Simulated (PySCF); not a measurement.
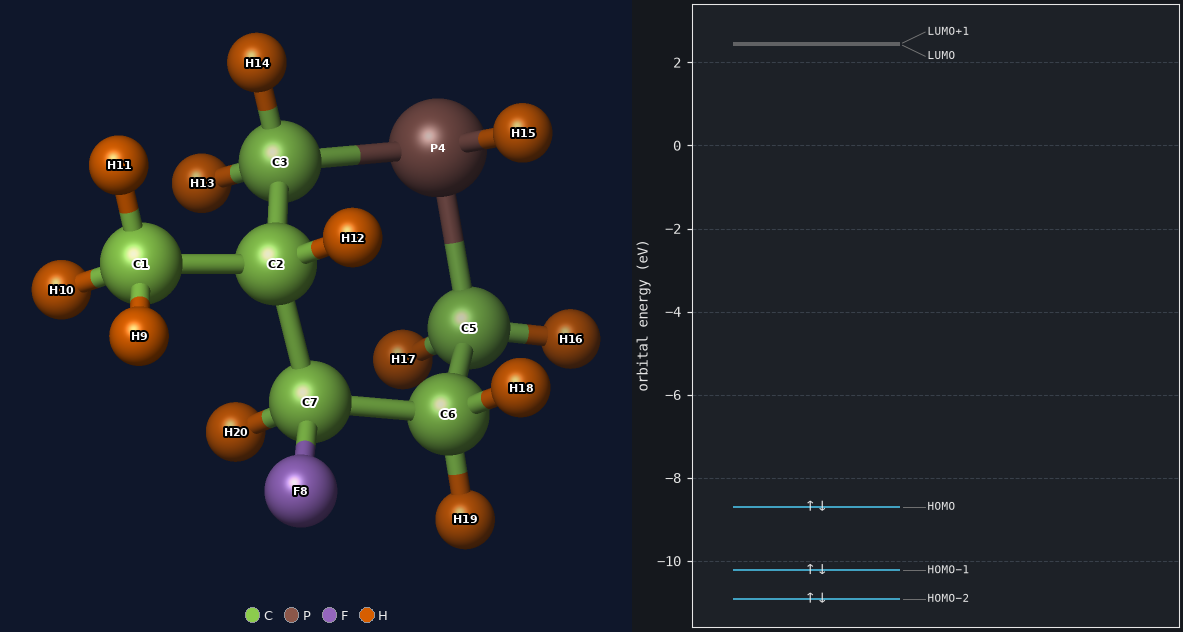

C₆H₁₂FP, SMILES C[C@@H]1CPCC[C@H]1F. Kohn-Sham orbital energies near the frontier, ωB97X-D/def2-SVPD (IEF-PCM benzene) in PySCF, at a PBE0-D3(BJ)/def2-SVP geometry (no frequency check); empty levels in grey, levels within 0.03 eV side by side.

> Where do the frontier orbitals lie?

HOMO at −8.71 eV, LUMO at 2.41 eV, 11.12 eV apart.

> How far below the HOMO does the next level lie?

1.53 eV.

Caveats: one conformer of a flexible molecule; empty levels above zero depend strongly on the basis.
